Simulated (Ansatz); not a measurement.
```xyz
9

N    -0.8706    0.7167   -1.2443
As   -0.6754    0.8539    0.5337
N    -1.9439    2.6501    0.9587
H    -1.6737    0.2963   -1.7227
H    -0.1258    1.0446   -1.8680
H    -1.9444    0.0341    0.8531
H    -2.7077    2.7441    0.2683
H    -1.3785    3.5146    0.9193
H    -2.3743    2.6041    1.8986
```

Computed with RKS BLYP-D4/def2-SVP in Ansatz.

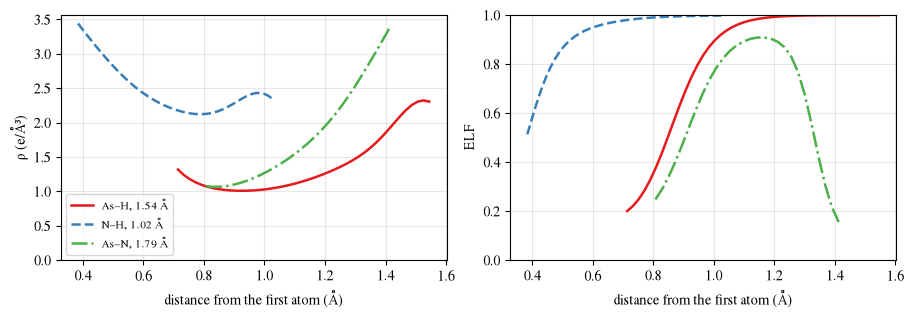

AsH₆N₂ (charge +1). Total electron density and ELF along straight lines between neighbouring atoms. The curves leave out the atomic cores.

### What can be read from the curves?

As–H (1.54 Å): the density is about 1.1 e/Å³ at the midpoint; the ELF climbs to about 1 towards the hydrogen, as it does in any bond to H.
N–H (1.02 Å): ρ is about 2.8 e/Å³ halfway; the ELF climbs to about 1 towards the hydrogen; an ordinary covalent bond to hydrogen.
As–N (1.79 Å): the density is about 1.1 e/Å³ at the midpoint; the ELF peaks at about 0.90 between the atoms; a shared but strongly polarised pair.
